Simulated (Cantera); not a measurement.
Charge: 1 mol BN, 8.2 mol H2O, 1.5 mol N2, equilibrated at 0.260 bar.

These are equilibrium values from Cantera (NASA tables, ideal gas, pure condensed phases), not measurements of a reactor. Candidate condensed phases: B, BN, B2O3, B3O3H3, H2O; 39 gas species. Gases not in the tables: H3BO3. Kinetics and transport are ignored.

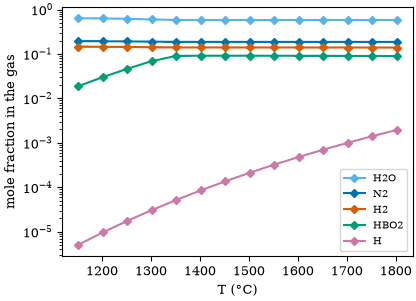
Figure: Equilibrium gas composition (values under 1e-9 drawn at 1e-9)

Q: Read off the mole fractions at 1152 °C.

A: H2O about 0.64, N2 about 0.19, H2 about 0.15, HBO2 about 0.019, H about 5.1e-6.
